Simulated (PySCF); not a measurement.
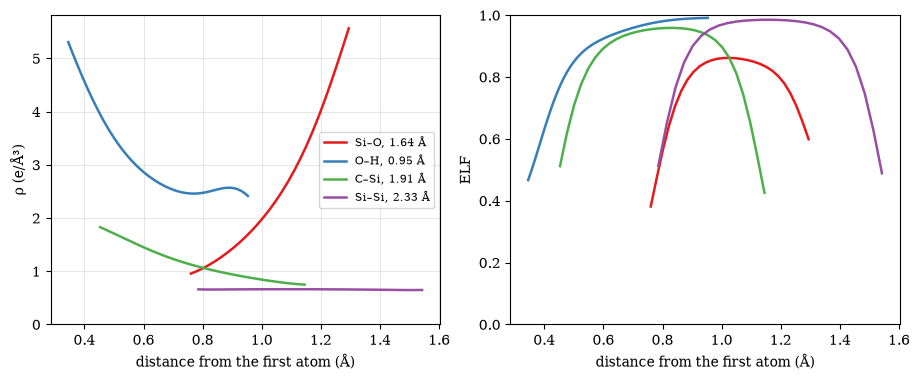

*CH12OSi5. Electron density and ELF along straight lines between neighbouring atoms. The curves leave out the atomic cores.*

Geometry: GFN2-xTB.

The calculation used PySCF, PBE0/pcSseg-1, SCF density, gas phase, non-relativistic.

```yaml
atoms:
  - { symbol: C, position_ang: [2.9241, -0.0064, -0.0823] }
  - { symbol: Si, position_ang: [1.2686, -0.4433, -0.9239] }
  - { symbol: Si, position_ang: [0.0520, 1.5367, -1.2632] }
  - { symbol: Si, position_ang: [-1.5841, 1.6053, 0.4040] }
  - { symbol: Si, position_ang: [-1.8555, -0.6021, 1.1208] }
  - { symbol: O, position_ang: [-2.9725, -1.3372, 0.1656] }
  - { symbol: Si, position_ang: [0.0394, -1.8187, 0.5313] }
  - { symbol: H, position_ang: [2.7517, 0.4772, 0.8756] }
  - { symbol: H, position_ang: [3.5208, -0.8942, 0.1053] }
  - { symbol: H, position_ang: [3.5218, 0.6693, -0.6870] }
  - { symbol: H, position_ang: [1.6507, -1.0960, -2.1924] }
  - { symbol: H, position_ang: [-0.5782, 1.5373, -2.5928] }
  - { symbol: H, position_ang: [0.8873, 2.7462, -1.2927] }
  - { symbol: H, position_ang: [-2.8336, 2.2463, -0.0407] }
  - { symbol: H, position_ang: [-1.1536, 2.4605, 1.5198] }
  - { symbol: H, position_ang: [-2.3431, -0.7245, 2.5079] }
  - { symbol: H, position_ang: [-3.8860, -1.0669, 0.1498] }
  - { symbol: H, position_ang: [0.8370, -2.1425, 1.7276] }
  - { symbol: H, position_ang: [-0.2566, -3.1378, -0.0403] }
```

Question: What kind of bonding do the profiles show?

Answer: Si–O (1.64 Å): the density is about 1.1 e/Å³ at the midpoint; the ELF peaks at about 0.85 between the atoms (a shared but strongly polarised pair).
O–H (0.95 Å): ρ is about 3.7 e/Å³ halfway; the ELF climbs to about 1 towards the hydrogen, as it does in any bond to H (a covalent bond by its length).
C–Si (1.91 Å): ρ at the midpoint is about 0.89 e/Å³; the ELF peaks at about 0.95 between the atoms (a shared electron pair).
Si–Si (2.33 Å): ρ at the midpoint is about 0.66 e/Å³; the ELF peaks at about 1 between the atoms (localised, covalent bonding).
